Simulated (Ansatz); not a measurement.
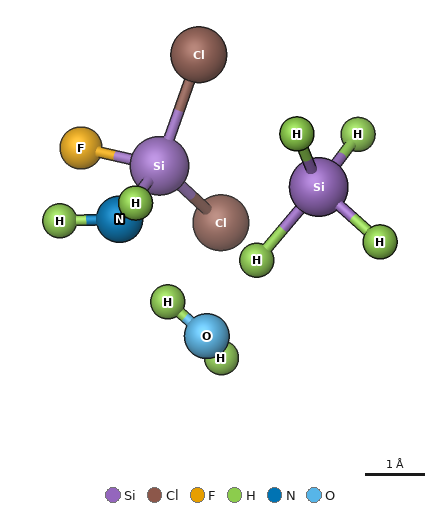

Si$_{2}$NH$_{8}$OCl$_{2}$F (started from a transition state, displaced along its imaginary mode), before the relaxation. A ball-and-stick model, seen at a tilt.

These are results of RKS PBE0-D4/def2-TZVP in Ansatz 0.2.0, not measurements.

The input:
```yaml
crystal:
  periodic: [false, false, false]
  atoms:
    - {symbol: Si, position_ang: [-1.150096, 0.964259, -0.255043]}
    - {symbol: Si, position_ang: [0.403356, -1.739866, -0.859247]}
    - {symbol: Cl, position_ang: [-1.519669, 0.516483, -2.213711]}
    - {symbol: Cl, position_ang: [-2.163856, -0.195367, 1.096943]}
    - {symbol: F, position_ang: [-1.959202, 2.310530, -0.074097]}
    - {symbol: H, position_ang: [0.863289, 0.581960, 1.358584]}
    - {symbol: N, position_ang: [0.428157, 1.551001, 0.129676]}
    - {symbol: H, position_ang: [0.541941, -0.839635, 0.551243]}
    - {symbol: O, position_ang: [1.105661, -0.140549, 1.804043]}
    - {symbol: H, position_ang: [1.191565, -2.872993, -0.316617]}
    - {symbol: H, position_ang: [-0.893887, -2.315834, -1.348433]}
    - {symbol: H, position_ang: [1.121534, -1.259303, -2.095980]}
    - {symbol: H, position_ang: [1.176301, 1.323053, -0.519923]}
    - {symbol: H, position_ang: [0.411701, 2.554599, 0.288339]}
    - {symbol: H, position_ang: [0.443003, -0.438437, 2.454524]}
basis:
  gaussian: {orbitals: def2-TZVP}
hamiltonian: {xc: pbe0, dispersion: d4}
relax: {f_tol: 0.005, max_steps: 200}
```

Run as
```bash
ansatz run in.yaml --threads 4 --pin off --events-out ev --progress --plain --max-ram 66560MiB --backend cuda --devices 0, --max-vram 37GiB
```

Predict the outcome.

H6 moves most after the best rigid fit: 1.55 Å. Largest moves by element: H 1.55 Å, Cl 0.94 Å, F 0.80 Å, Si 0.71 Å, N 0.49 Å, O 0.32 Å. Among the contacts that change: Si1–Si2 3.177 → 4.340 Å, Si2–Cl3 3.259 → 3.799 Å, Si2–H8 1.679 → 1.487 Å, H6–O9 0.883 → 0.960 Å. Bond angles that change, for instance: H8–Si2–H10 93.3° → 108.8°, H8–Si2–H11 123.4° → 108.9°, F5–Si1–N7 98.8° → 111.6°. Over 84 accepted moves (99 points after the start) the energy falls by 47.4 kcal/mol. Largest force component: 6.1 eV/Å at the start, 0.0012 eV/Å at the end. The line search rejected the trial steps at points 6, 20, 24, 30, 33, 53, 54, 57 and more of the run. The forces were under the threshold at step 72, but the run went on from there. The run took about 260 s of wall time on a shared GPU.

The structure at the end:

```xyz
15

Si   -1.4977    1.5806   -0.2605
Si    0.5838   -2.1581   -0.9874
Cl   -2.0566    0.4329   -1.8539
Cl   -2.1412    0.6790    1.4477
F    -2.3102    2.9247   -0.4503
H     1.5457    0.3445    2.7349
N     0.1418    1.8664   -0.1222
H    -0.2525   -1.8024    0.1895
O     1.3861    0.0176    1.8462
H     1.6229   -3.1300   -0.5609
H    -0.2811   -2.7774   -2.0212
H     1.2311   -0.9385   -1.5258
H     0.6992    1.3143    0.5235
H     0.6761    2.2452   -0.8865
H     0.6522   -0.5990    1.9272
```

The end point in the same view:

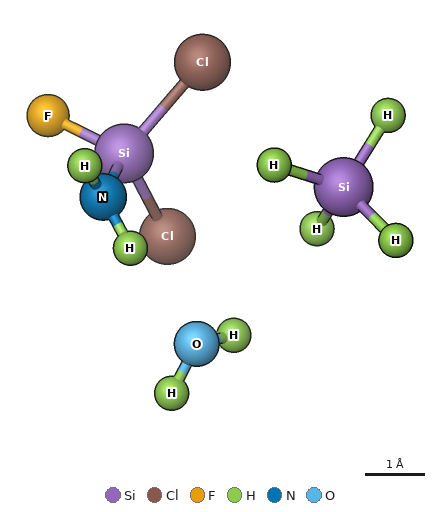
